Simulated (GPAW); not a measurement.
## Cl/Pt(100): work function by functional and basis

Aim: the work function of both faces of Cl/Pt(100), and its spread over functionals and bases.

Calculated with GPAW 26.7.0; GPAW, PAW setups; slab in vacuum, relaxation, in the first sound run; inputs show where later runs differ.

## Step 1: The structure

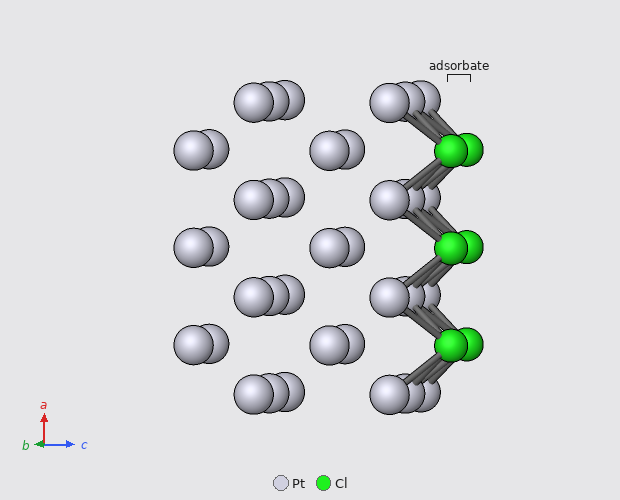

The starting structure, seen from the side, with the c axis across the page (platinum light grey, chlorine green). 3×2×1 cells are drawn. Some periodic images of atoms are drawn too.

The cell holds 5 atoms: 4 Pt and 1 Cl. Cell: a = 2.772 Å, b = 2.772 Å, c = 25.430 Å, α = 90.0°, β = 90.0°, γ = 90.0°. Vacuum lies along c.

## Step 2: Relaxation

Forces are removed first; all later runs use this geometry. The lowest 2 atoms are held at bulk positions and keep their forces.

File run.py:

```python
import json
import numpy as np
from ase import Atoms
from ase.constraints import FixAtoms
from ase.optimize import BFGS
from gpaw import GPAW, PW

slab = Atoms(
    ['Pt', 'Pt', 'Pt', 'Pt', 'Cl'],
    positions=[
        [1.38593, 1.38593, 9.00000],
        [0.00000, 0.00000, 10.96000],
        [1.38593, 1.38593, 12.92000],
        [0.00000, 0.00000, 14.88000],
        [1.38593, 1.38593, 16.43029]],
    cell=[[2.77186, 0.0, 0.0], [0.0, 2.77186, 0.0], [0.0, 0.0, 25.43029]],
    pbc=[True, True, False])

slab.calc = GPAW(mode=PW(400), xc='PBE', kpts={'size': (11, 11, 1), 'gamma': True},
                 occupations={'name': 'fermi-dirac', 'width': 0.1}, nbands='160%',
                 convergence={'density': 1e-05}, maxiter=200,
                 poissonsolver={'dipolelayer': 'xy'},
                 symmetry={'tolerance': 1e-3, 'extra_ids': [1, 1, 0, 0, 0]}, txt='slab.txt')
result = {}
slab.set_constraint(FixAtoms([0, 1]))
path = []
opt = BFGS(slab, maxstep=0.2)
opt.attach(lambda: path.append((slab.get_potential_energy(), slab.positions.tolist(), slab.get_forces().tolist())))
result['relaxed'] = bool(opt.run(fmax=0.03, steps=40))
result['path'] = path
energy = slab.get_potential_energy()
fermi = slab.calc.get_fermi_level()
v = slab.calc.get_electrostatic_potential().mean((0, 1)) - fermi
n = slab.calc.get_pseudo_density().mean((0, 1))
L = slab.cell[2, 2]
z = np.arange(len(v)) * L / len(v)
low, high = slab.positions[:, 2].min(), slab.positions[:, 2].max()
below, above = np.interp([low - 6.8, high + 6.8], z, v)
slopes = [np.interp(x, z, np.gradient(v, z)) for x in (low - 6.8, high + 6.8)]
eps = np.array([[slab.calc.get_eigenvalues(k, s) for k in range(len(slab.calc.get_ibz_k_points()))]
                for s in range(slab.calc.get_number_of_spins())]) - fermi
top, bottom = eps[eps < 0].max(), eps[eps > 0].min()
dipole = slab.get_dipole_moment()[2]
print(f'energy {energy:.4f} eV, Fermi level {fermi:.4f} eV, dipole {dipole:.5f} e A')
print(f'potential 6.8 A off the faces, from the Fermi level: lower {below:.4f} eV, upper {above:.4f} eV')
print(f'slope of the potential there: lower {slopes[0]:.5f}, upper {slopes[1]:.5f} eV/A')
print(f'nearest levels on the mesh: {top:.4f} and {bottom:.4f} eV')
print('magnetic moment', round(slab.get_magnetic_moment(), 3))
result.update(energy=energy, fermi=fermi, dipole=dipole, below=below, above=above, slopes=slopes, edges=[top, bottom],
              z=z.tolist(), v=v.tolist(), n=n.tolist(), positions=slab.positions.tolist(),
              forces=slab.get_forces(apply_constraint=False).tolist(), moments=slab.get_magnetic_moments().tolist())
json.dump(result, open('result.json', 'w'))
```

The run is started by

```sh
$ OMP_NUM_THREADS=1 OPENBLAS_NUM_THREADS=1 python run.py
```

Output:

```text
Step          Energy          fmax
BFGS:    0      -25.014985        2.882774
BFGS:    1      -25.187942        2.222577
BFGS:    2      -25.420028        0.867812
BFGS:    3      -25.457217        0.584851
BFGS:    4      -25.491010        0.640985
BFGS:    5      -25.504390        0.520488
BFGS:    6      -25.515134        0.504933
BFGS:    7      -25.532832        0.760340
BFGS:    8      -25.556731        0.848239
BFGS:    9      -25.578024        0.680388
BFGS:   10      -25.590977        0.391893
BFGS:   11      -25.597481        0.166280
BFGS:   12      -25.599099        0.047434
BFGS:   13      -25.599451        0.028290
energy -25.4647 eV, Fermi level 0.7130 eV, dipole -0.01506 e A
potential 6.8 A off the faces, from the Fermi level: lower 5.6384 eV, upper 5.9943 eV
slope of the potential there: lower -0.00001, upper 0.00009 eV/A
nearest levels on the mesh: -0.0079 and 0.0091 eV
magnetic moment 0.0
```

Wall time 32 min (1 thread of Arm Neoverse V1, shared host); peak memory 0.26 GiB.

The steps of the relaxation:

| step | energy less that of the first step (eV) | largest force (eV/Å) |
| --- | --- | --- |
| 1 | 0.0000 | 2.8828 |
| 2 | -0.1726 | 2.2226 |
| 3 | -0.4053 | 0.8678 |
| 4 | -0.4427 | 0.5849 |
| 5 | -0.4765 | 0.6410 |
| 6 | -0.4895 | 0.5205 |
| 7 | -0.4995 | 0.5049 |
| 8 | -0.5155 | 0.7603 |
| 9 | -0.5369 | 0.8482 |
| 10 | -0.5559 | 0.6804 |
| 11 | -0.5675 | 0.3919 |
| 12 | -0.5735 | 0.1663 |
| 13 | -0.5751 | 0.0474 |
| 14 | -0.5756 | 0.0283 |

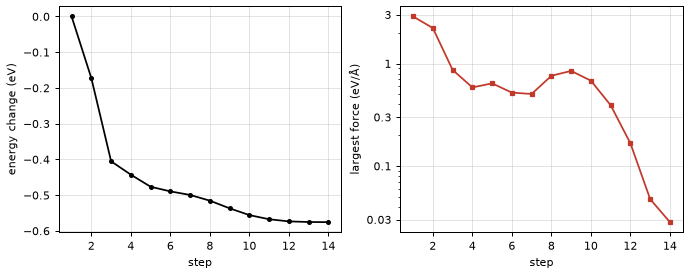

Energy and largest force along the relaxation.

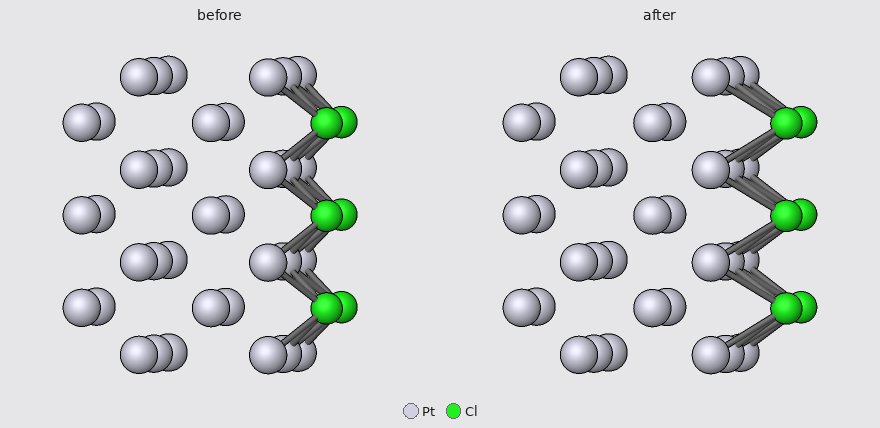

The structure before and after the relaxation, drawn at the same scale.

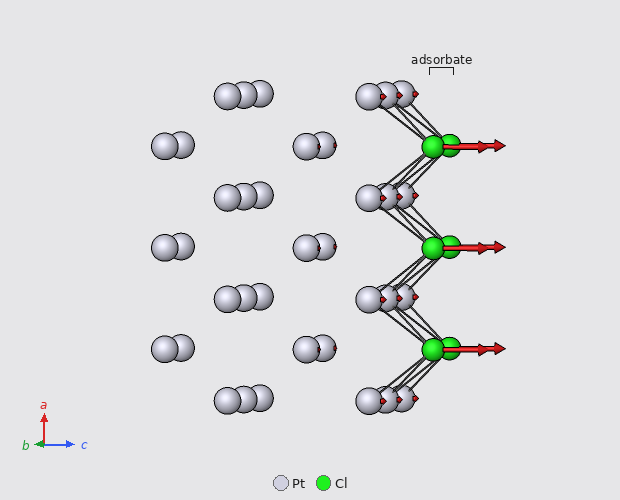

Displacements in the relaxation, exaggerated; the longest in the cell stands for 0.60 Å. 3×2×1 cells are drawn. Some periodic images of atoms are drawn too.

The atoms that moved most (Å):

| atom | dx | dy | dz | length |
| --- | --- | --- | --- | --- |
| Cl5 | 0.000 | 0.000 | 0.598 | 0.598 |
| Pt4 | 0.000 | 0.000 | 0.081 | 0.081 |
| Pt3 | 0.000 | 0.000 | 0.043 | 0.043 |

Final coordinates:

```
Pt Cl
1.0
     2.77186    0.00000    0.00000
     0.00000    2.77186    0.00000
     0.00000    0.00000   25.43029
Pt Cl
4 1
Direct
  0.50000 0.50000 0.35391
  0.00000 0.00000 0.43098
  0.50000 0.50000 0.50975
  0.00000 0.00000 0.58831
  0.50000 0.50000 0.66961
```

This step gave:

| Item | Value |
| --- | --- |
| dipole along the normal | -0.01506 e·Å |
| levels nearest the Fermi level on the mesh | -0.007882, 0.009057 eV from the Fermi level |
| upper work function | 5.994 eV |
| lower work function | 5.638 eV |

The electrostatic potential energy of an electron (without an applied field's), less the Fermi level, planar mean oscillates, so the rows of the table below give means over windows of 2.01 Å about each position, cut where the curve ends. Its maxima inside the range that stand out by 2 % of the span (Å: eV): 10.0: -2.52, 12.0: -2.30, 14.0: -2.17, 16.1: 0.357. Its minima: 9.0: -22.5, 10.9: -22.8, 12.9: -22.9, 14.9: -22.6, 17.1: -21.1.

Electrostatic potential energy of an electron (without an applied field's), less the Fermi level, planar mean against z; means over each step:

| z (Å) | electrostatic potential energy of an electron (without an applied field's), less the Fermi level, planar mean (eV) |
| --- | --- |
| 1.00 | 5.65 |
| 3.01 | 5.64 |
| 5.02 | 5.64 |
| 7.03 | 4.84 |
| 9.04 | -11.0 |
| 11.05 | -11.7 |
| 13.06 | -11.7 |
| 15.07 | -11.1 |
| 17.08 | -6.92 |
| 19.09 | 5.76 |
| 21.10 | 5.99 |
| 23.11 | 5.99 |
| 25.12 | 5.98 |

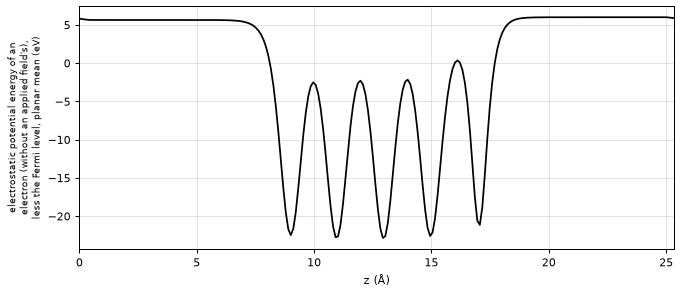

Electrostatic potential energy of an electron (without an applied field's), less the Fermi level, planar mean against z.

The pseudo valence density, planar mean oscillates, so the rows of the table below give means over windows of 2.01 Å about each position, cut where the curve ends. Its maxima inside the range that stand out by 2 % of the span (Å: e/Å³): 8.9: 2.00, 11.0: 2.08, 12.9: 2.10, 15.0: 2.04, 16.7: 0.609. Its minima: 10.0: 0.428, 11.9: 0.413, 14.0: 0.406, 16.1: 0.289.

Pseudo valence density, planar mean against z; means over each step:

| z (Å) | pseudo valence density, planar mean (e/Å³) |
| --- | --- |
| 5.02 | 1.3e-4 |
| 7.03 | 0.0379 |
| 9.04 | 1.02 |
| 11.05 | 1.04 |
| 13.06 | 1.04 |
| 15.07 | 1.01 |
| 17.08 | 0.441 |
| 19.09 | 0.0163 |
| 21.10 | 2.0e-5 |

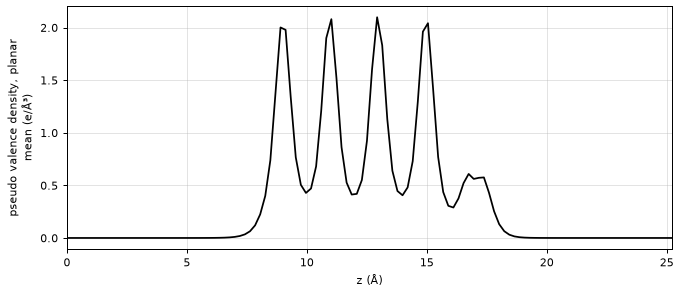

Pseudo valence density, planar mean, plotted against z.

The relaxation lowered the energy of the cell by 0.576 eV (energies extrapolated to zero smearing; the optimiser's log prints free energies). The largest force left on a free atom is 0.028 eV/Å.

## Step 3: The slab's potential

With the geometry fixed, the planar mean of the potential gives the vacuum level on each side.

This step: GPAW, PAW setups; slab in vacuum (GPAW 26.7.0).

run.py: that of step 2 with these lines changed.

```diff
@@ -3,4 +3,2 @@
 from ase import Atoms
-from ase.constraints import FixAtoms
-from ase.optimize import BFGS
 from gpaw import GPAW, PW
@@ -12,5 +10,5 @@
         [0.00000, 0.00000, 10.96000],
-        [1.38593, 1.38593, 12.92000],
-        [0.00000, 0.00000, 14.88000],
-        [1.38593, 1.38593, 16.43029]],
+        [1.38593, 1.38593, 12.96317],
+        [-0.00000, 0.00000, 14.96099],
+        [1.38593, 1.38593, 17.02843]],
     cell=[[2.77186, 0.0, 0.0], [0.0, 2.77186, 0.0], [0.0, 0.0, 25.43029]],
@@ -22,10 +20,4 @@
                  poissonsolver={'dipolelayer': 'xy'},
-                 symmetry={'tolerance': 1e-3, 'extra_ids': [1, 1, 0, 0, 0]}, txt='slab.txt')
+                 symmetry={'tolerance': 1e-3}, txt='slab.txt')
 result = {}
-slab.set_constraint(FixAtoms([0, 1]))
-path = []
-opt = BFGS(slab, maxstep=0.2)
-opt.attach(lambda: path.append((slab.get_potential_energy(), slab.positions.tolist(), slab.get_forces().tolist())))
-result['relaxed'] = bool(opt.run(fmax=0.03, steps=40))
-result['path'] = path
 energy = slab.get_potential_energy()
```

Output:

```text
energy -25.4647 eV, Fermi level 0.7130 eV, dipole -0.01502 e A
potential 6.8 A off the faces, from the Fermi level: lower 5.6385 eV, upper 5.9944 eV
slope of the potential there: lower -0.00002, upper 0.00010 eV/A
nearest levels on the mesh: -0.0079 and 0.0091 eV
magnetic moment 0.0
```

Elapsed: 2.7 min, on 1 thread; peak memory 0.25 GiB.

Numbers from this step:

* dipole along the normal: -0.01502 e·Å
* levels nearest the Fermi level on the mesh: -0.007877, 0.009061 eV from the Fermi level

The electrostatic potential energy of an electron (without an applied field's), less the Fermi level, planar mean oscillates, so the rows of the table below give means over windows of 2.01 Å about each position, cut where the curve ends. Its maxima inside the range that stand out by 2 % of the span (Å: eV): 10.0: -2.52, 12.0: -2.30, 14.0: -2.17, 16.1: 0.357. Its minima: 9.0: -22.5, 10.9: -22.8, 12.9: -22.9, 14.9: -22.6, 17.1: -21.1.

Electrostatic potential energy of an electron (without an applied field's), less the Fermi level, planar mean against z; means over each step:

| z (Å) | electrostatic potential energy of an electron (without an applied field's), less the Fermi level, planar mean (eV) |
| --- | --- |
| 1.00 | 5.66 |
| 3.01 | 5.64 |
| 5.02 | 5.64 |
| 7.03 | 4.84 |
| 9.04 | -11.0 |
| 11.05 | -11.7 |
| 13.06 | -11.7 |
| 15.07 | -11.1 |
| 17.08 | -6.92 |
| 19.09 | 5.76 |
| 21.10 | 5.99 |
| 23.11 | 5.99 |
| 25.12 | 5.98 |

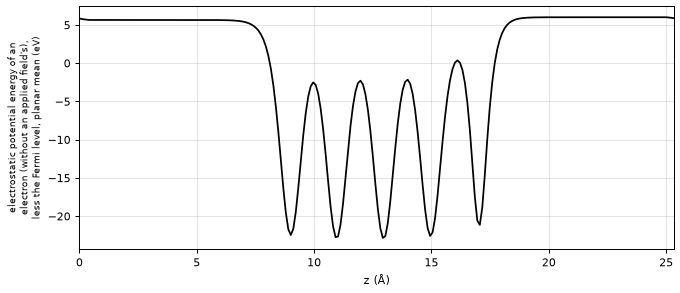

Electrostatic potential energy of an electron (without an applied field's), less the Fermi level, planar mean against z.

The pseudo valence density, planar mean oscillates, so the rows of the table below give means over windows of 2.01 Å about each position, cut where the curve ends. Its maxima inside the range that stand out by 2 % of the span (Å: e/Å³): 8.9: 2.00, 11.0: 2.08, 12.9: 2.10, 15.0: 2.04, 16.7: 0.609. Its minima: 10.0: 0.428, 11.9: 0.413, 14.0: 0.406, 16.1: 0.289.

The pseudo valence density, planar mean by z; means over each step:

| z (Å) | pseudo valence density, planar mean (e/Å³) |
| --- | --- |
| 5.02 | 1.3e-4 |
| 7.03 | 0.0379 |
| 9.04 | 1.02 |
| 11.05 | 1.04 |
| 13.06 | 1.04 |
| 15.07 | 1.01 |
| 17.08 | 0.441 |
| 19.09 | 0.0163 |
| 21.10 | 2.0e-5 |

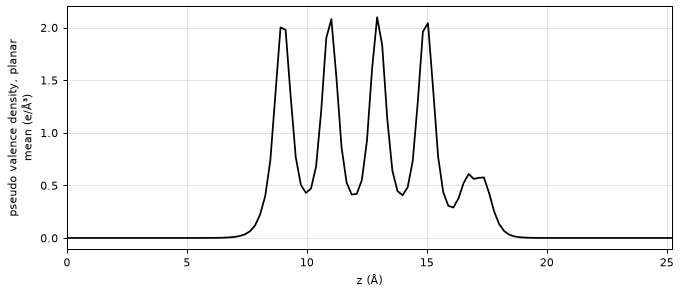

Pseudo valence density, planar mean against z.

Force by atom:

| atom | x (eV/Å) | y (eV/Å) | z (eV/Å) | size |
| --- | --- | --- | --- | --- |
| Pt1 | 0.0000 | 0.0000 | -0.0494 | 0.0494 |
| Pt2 | 0.0000 | 0.0000 | 0.0666 | 0.0666 |
| Pt3 | 0.0000 | 0.0000 | -0.0281 | 0.0281 |
| Pt4 | 0.0000 | 0.0000 | -0.0063 | 0.0063 |
| Cl5 | 0.0000 | 0.0000 | 0.0174 | 0.0174 |

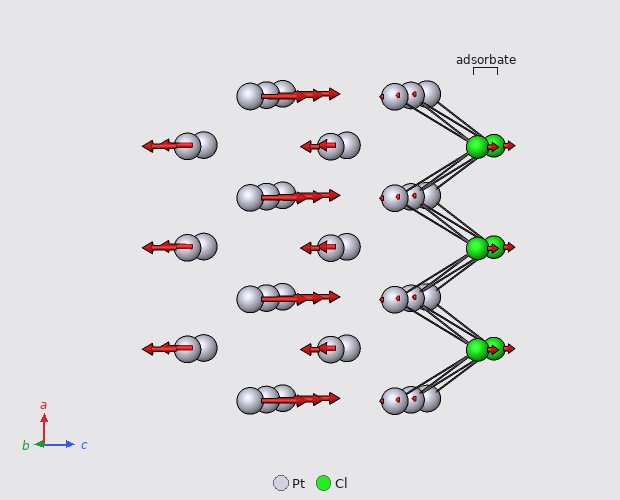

Force as arrows, the longest 0.0666 eV/Å. 3×2×1 cells are drawn. Some periodic images of atoms are drawn too.

The potential is flat to 9.6e-5 eV/Å where it is read, so the vacuum is wide enough.

## Step 4: OptPBE vdW: xc = "optPBE-vdW"

The same geometry under optPBE-vdW, to see how far the functional moves the levels against the vacuum (the van der Waals functionals take revPBE setups).

run.py: that of step 3 with these lines changed.

```diff
@@ -16,3 +16,3 @@
 
-slab.calc = GPAW(mode=PW(400), xc='PBE', kpts={'size': (11, 11, 1), 'gamma': True},
+slab.calc = GPAW(mode=PW(400), xc='optPBE-vdW', kpts={'size': (11, 11, 1), 'gamma': True},
                  occupations={'name': 'fermi-dirac', 'width': 0.1}, nbands='160%',
```

Output:

```text
energy -96.3781 eV, Fermi level 0.5729 eV, dipole -0.01904 e A
potential 6.8 A off the faces, from the Fermi level: lower 5.7980 eV, upper 6.2486 eV
slope of the potential there: lower -0.00002, upper 0.00010 eV/A
nearest levels on the mesh: -0.0155 and 0.0205 eV
magnetic moment 0.0
```

Wall time 2.4 min (1 thread); peak memory 0.37 GiB.

This step gave:

| Property | Result |
| --- | --- |
| dipole along the normal | -0.01904 e·Å |
| levels nearest the Fermi level on the mesh | -0.01554, 0.02053 eV from the Fermi level |
| upper work function | 6.249 eV |
| lower work function | 5.798 eV |

The electrostatic potential energy of an electron (without an applied field's), less the Fermi level, planar mean oscillates, so the rows of the table below give means over windows of 2.01 Å about each position, cut where the curve ends. Its maxima inside the range that stand out by 2 % of the span (Å: eV): 10.0: -2.57, 12.0: -2.34, 14.0: -2.20, 16.1: 0.356. Its minima: 9.0: -22.4, 10.9: -22.6, 12.9: -22.7, 14.9: -22.5, 17.1: -21.0.

Electrostatic potential energy of an electron (without an applied field's), less the Fermi level, planar mean against z; means over each step:

| z (Å) | electrostatic potential energy of an electron (without an applied field's), less the Fermi level, planar mean (eV) |
| --- | --- |
| 1.00 | 5.82 |
| 3.01 | 5.80 |
| 5.02 | 5.79 |
| 7.03 | 4.94 |
| 9.04 | -10.9 |
| 11.05 | -11.7 |
| 13.06 | -11.7 |
| 15.07 | -11.1 |
| 17.08 | -6.82 |
| 19.09 | 5.99 |
| 21.10 | 6.25 |
| 23.11 | 6.25 |
| 25.12 | 6.23 |

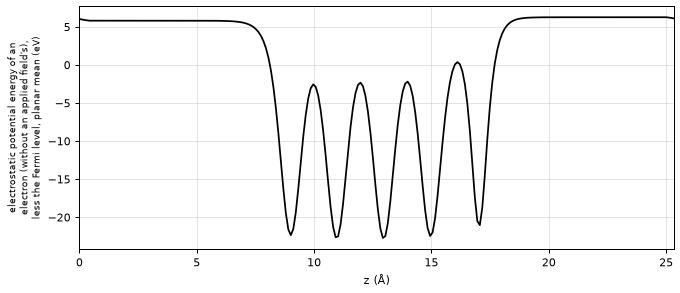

Electrostatic potential energy of an electron (without an applied field's), less the Fermi level, planar mean, plotted against z.

The pseudo valence density, planar mean oscillates, so the rows of the table below give means over windows of 2.01 Å about each position, cut where the curve ends. Its maxima inside the range that stand out by 2 % of the span (Å: e/Å³): 8.9: 2.01, 11.0: 2.09, 12.9: 2.10, 15.0: 2.05, 16.7: 0.610. Its minima: 10.0: 0.424, 11.9: 0.409, 14.0: 0.402, 16.1: 0.287.

Table of pseudo valence density, planar mean by z; means over each step:

| z (Å) | pseudo valence density, planar mean (e/Å³) |
| --- | --- |
| 5.02 | 1.7e-4 |
| 7.03 | 0.0379 |
| 9.04 | 1.02 |
| 11.05 | 1.04 |
| 13.06 | 1.04 |
| 15.07 | 1.01 |
| 17.08 | 0.441 |
| 19.09 | 0.0165 |
| 21.10 | 2.6e-5 |

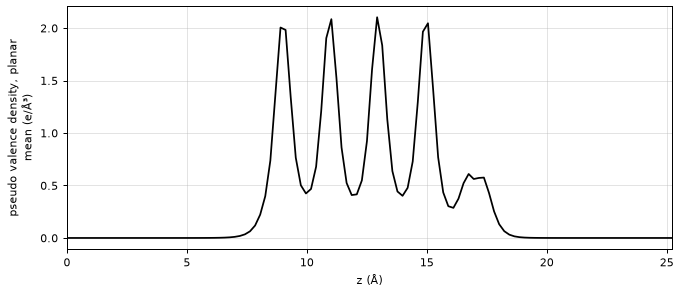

Pseudo valence density, planar mean against z.

Force by atom:

| atom | x (eV/Å) | y (eV/Å) | z (eV/Å) | size |
| --- | --- | --- | --- | --- |
| Pt1 | 0.000 | 0.000 | -0.619 | 0.619 |
| Pt2 | 0.000 | 0.000 | 0.119 | 0.119 |
| Pt3 | 0.000 | 0.000 | -0.032 | 0.032 |
| Pt4 | 0.000 | 0.000 | 0.239 | 0.239 |
| Cl5 | 0.000 | 0.000 | 0.293 | 0.293 |

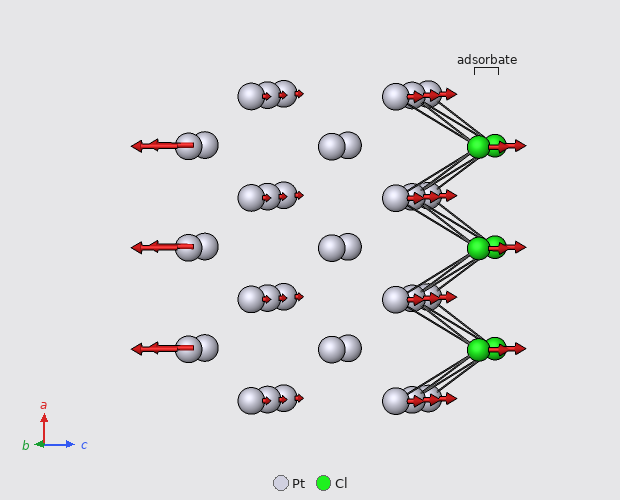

Force as arrows, the longest 0.619 eV/Å. 3×2×1 cells are drawn. Some periodic images of atoms are drawn too.

The upper face's work function is 6.249 eV, against 5.994 eV in the first plane-wave PBE run at this geometry.

[end of part 1 of 2]

[Logs are printed without paths, hosts, clocks, repeated set-up lines and the standing remarks that a program may print on its own settings, such as how far it seeks lower states.]

[Hosts, paths, dates, database ids (printed as entryN), source tags and the programs' standing remarks are cut or masked in the printed files.]
